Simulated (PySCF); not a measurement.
**BNH4 (SMILES BN) at 6 levels**

We compute a comparison of 6 runs (B2PLYP/STO-6G, B3LYP/STO-6G, UPBE0/STO-6G, MP2/STO-6G, CCSDTQ/STO-6G, FCI/STO-6G) of BNH4. Input form: a Python script.

Program for the calculation: PySCF 2.14.0.

2 further runs of the same task are left out: 2 set aside as unsound or not needed.

### Step 1. Starting point

BNH4 has 6 atoms, charge 0, and is taken as a singlet. As SMILES, `BN`. The B1–H3 distance was set to 1.796 Å, away from the relaxed value. At this shape a bond of the SMILES string is far longer than usual.

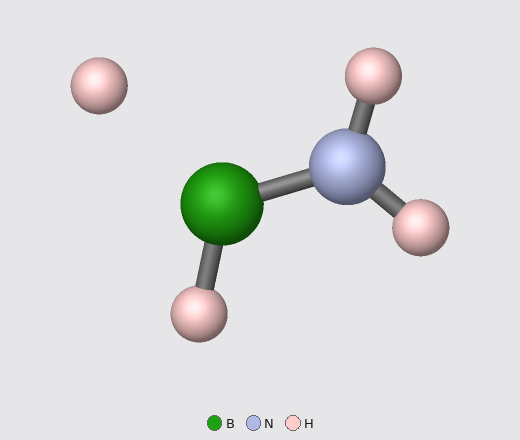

The structure, seen from a chosen angle (boron green, nitrogen light blue, hydrogen pink).

### Step 2. The energy at B2PLYP/STO-6G (run 1)

File calc.py:

```python
from pyscf import gto, dft, mp

mol = gto.M(
    atom='''
B   -0.305201  -0.335398  -0.482153
N   -0.030901   1.021602  -0.445753
H    0.225800  -1.368000   0.887500
H   -0.889001  -0.784498  -1.425753
H   -0.298601   1.657902  -1.177353
H    0.454999   1.465602   0.314747
''',
    max_memory=1860,
    verbose=3,
    basis='sto-6g',
    spin=0,
)

calc0 = dft.RKS(mol)
calc0.xc = '0.53*HF + 0.47*B88, 0.73*LYP'
calc0.conv_tol = 1e-10
calc0.grids.level = 5
calc0.kernel()
if not calc0.converged:
    calc0 = calc0.newton().run(calc0.mo_coeff, calc0.mo_occ)

pt = mp.MP2(calc0, frozen=2).run()
energy = calc0.e_tot + 0.27 * pt.e_corr
print('PT2 part  %.8f' % (0.27 * pt.e_corr))
print('E(%s) = %.9f' % ('B2PLYP', energy))
```

On the command line:

```
$ OMP_NUM_THREADS=1 python calc.py
```

Standard output:

```text
converged SCF energy = -81.4945577996881
E(RMP2) = -81.6398589205516  E_corr = -0.145301120863449
E(SCS-RMP2) = -81.6542238807225  E_corr = -0.159666081034343
PT2 part  -0.03923130
E(B2PLYP) = -81.533789102
```

It took 2.5 s on 1 thread of Arm Neoverse V2, shared host; peak memory 0.18 GiB.

### Step 3. A single-point energy at B3LYP/STO-6G (run 2)

File run.py:

```python
from pyscf import gto, dft

mol = gto.M(
    atom=[
    ('B', (-0.305201, -0.335398, -0.482153)),
    ('N', (-0.030901, 1.021602, -0.445753)),
    ('H', (0.225800, -1.368000, 0.887500)),
    ('H', (-0.889001, -0.784498, -1.425753)),
    ('H', (-0.298601, 1.657902, -1.177353)),
    ('H', (0.454999, 1.465602, 0.314747)),
],
    max_memory=1860,
    basis='sto-6g',
    verbose=3,
    spin=0,
)

mf = dft.RKS(mol, xc='b3lyp')
mf.grids.level = 5
mf.conv_tol = 1e-10
mf.kernel()
if not mf.converged:
    mf = mf.newton().run(mf.mo_coeff, mf.mo_occ)

etot = mf.e_tot
print('E = %.10f Eh' % etot)
```

On the command line:

```
$ OMP_NUM_THREADS=1 python run.py
```

Standard output:

```text
converged SCF energy = -81.6902190578008
E = -81.6902190578 Eh
```

Wall time 2.4 s (1 thread of Arm Neoverse V2, shared host); peak memory 0.18 GiB.

Runs 3 to 5 aren't shown in full; the table further down has their settings and results.

### Step 4. A single-point energy at FCI/STO-6G (run 6)

File job.py:

```python
from pyscf import gto, scf, mcscf
from pyscf import fci

mol = gto.M(
    atom=[
    ('B', (-0.305201, -0.335398, -0.482153)),
    ('N', (-0.030901, 1.021602, -0.445753)),
    ('H', (0.225800, -1.368000, 0.887500)),
    ('H', (-0.889001, -0.784498, -1.425753)),
    ('H', (-0.298601, 1.657902, -1.177353)),
    ('H', (0.454999, 1.465602, 0.314747)),
],
    charge=0,
    verbose=4,
    basis='sto-6g',
    max_memory=1860,
)

mf = scf.RHF(mol)
mf.conv_tol = 1e-10
mf.kernel()
if not mf.converged:
    mf = mf.newton().run(mf.mo_coeff, mf.mo_occ)

cas = mcscf.CASCI(mf, mf.mo_coeff.shape[-1] - 2, (mol.nelec[0] - 2, mol.nelec[1] - 2))  # full CI above the frozen core
cas.fcisolver = fci.direct_spin0.FCI(mol)  # even spin states alone
cas.kernel()
print('<S^2> = %.4f' % cas.fcisolver.spin_square(cas.ci, cas.ncas, cas.nelecas)[0])
energy = cas.e_tot
print('E(%s) = %.9f' % ('FCI', energy))
```

On the command line:

```
$ OMP_NUM_THREADS=1 python job.py
```

Standard output:

```text
PySCF version 2.14.0

[... 58 lines left out ...]
converged SCF energy = -81.1250784045868
[... 1 line left out ...]
******** <class 'pyscf.mcscf.casci.CASCI'> ********
CAS (6e+6e, 12o), ncore = 2, nvir = 0
natorb = False
canonicalization = True
sorting_mo_energy = False
******** <class 'pyscf.fci.direct_spin0.FCISolver'> ********
max. cycles = 100
conv_tol = 1e-10
davidson only = False
linear dependence = 1e-14
level shift = 0.001
max iter space = 12
nroots = 1
pspace_size = 400
spin = None
Density matrix diagonal elements [1.98665726 1.97673823 1.97471851 1.97189431 1.95424223 1.88863392
 0.04685571 0.11478641 0.02278672 0.02354196 0.01992885 0.01921589]
CASCI converged
CASCI E = -81.2792916778476  E(CI) = -32.6854005239283  S^2 = 0.0000000
<S^2> = 0.0000
E(FCI) = -81.279291678
```

Run time: 11 s. Hardware: 1 thread of Arm Neoverse V2, shared host; peak memory 0.3 GiB.

### Step 5. The series

| run | level | frozen core orbitals | follow instability | energy (Eh) | dipole moment (D) of the reference | HOMO energy (eV) | LUMO energy (eV) | wall time |
| --- | --- | --- | --- | --- | --- | --- | --- | --- |
| 1 | B2PLYP/STO-6G | 2 | – | -81.533789 | 2.39 | -6.59 | 5.63 | 2.5 s |
| 2 | B3LYP/STO-6G | – | – | -81.690219 | 2.57 | -5.26 | 3.46 | 2.4 s |
| 3 | UPBE0/STO-6G | – | yes | -81.579633 | 2.55 | -5.41 | 3.82 | 9.6 s |
| 4 | MP2/STO-6G | 2 | – | -81.234271 | 2.16 | -8.44 | 8.80 | 0.64 s |
| 5 | CCSDTQ/STO-6G | 2 | – | -81.279307 | 2.16 | -8.44 | 8.80 | 19 s |
| 6 | FCI/STO-6G | 2 | – | -81.279292 | 2.16 | -8.44 | 8.80 | 11 s |

### Step 6. What came out

| quantity | value |
| --- | --- |
| run 6: total energy | -81.27929 Eh |
| run 6: dipole moment (Hartree–Fock density) | 2.16 D |
| run 6: HOMO energy (Hartree–Fock orbitals) | -8.44 eV |
| run 6: LUMO energy (Hartree–Fock orbitals) | 8.80 eV |
| run 6: HOMO–LUMO gap (Hartree–Fock orbitals) | 17.24 eV |
| run 6: correlation energy (2 core orbitals frozen) | -154.2 mEh |

In words: Against full CI in this basis: MP2 +45.0 mEh; CCSDTQ -0.0 mEh. Over runs 1, 2, 3 the dipole moment (its size) runs from 2.39 D (B2PLYP/STO-6G) to 2.57 D (B3LYP/STO-6G). A double hybrid's value is that of its SCF part. Over runs 1, 2, 3 the HOMO–LUMO gap runs from 8.72 eV (B3LYP/STO-6G) to 12.22 eV (B2PLYP/STO-6G). Totals of different functionals can't be ranked against each other. In runs 1, 2, 3, 4, 5, 6 the basis is minimal, so the values are rough. All runs together took 45 s, the longest 19 s.
